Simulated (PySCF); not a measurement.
Vertical excitations of a molecule C5H5F from TDA-PBE/def2-SVPD (PySCF), as energy in eV (oscillator strength): 5.77 (0.003), 5.83 (0.003), 6.08 (0.011), 6.12 (0.012), 6.57 (0.030), 6.76 (0.016), 7.12 (0.019), 7.26 (0.033), 7.30 (0.003), 7.48 (0.010). Lowest triplet (TDA): 4.52 eV. Geometry optimised at PBE0-D3(BJ)/def2-SVP. Other conformers were not sampled.

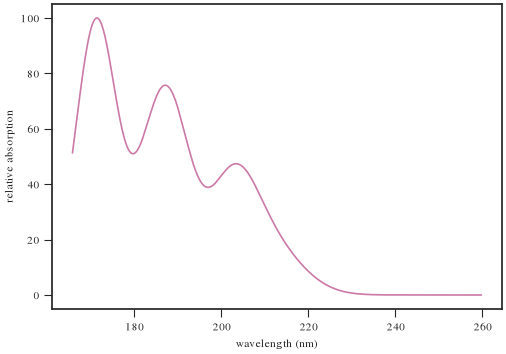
Figure. The lines broadened by 0.4 eV.

### Question
Which structure fits?
A) FC1C=CC=C1
B) C=C=C(F)C=C
C) C#C[C@H](F)C=C
D) C#C/C=C(/C)F

### Answer
C, C#C[C@H](F)C=C
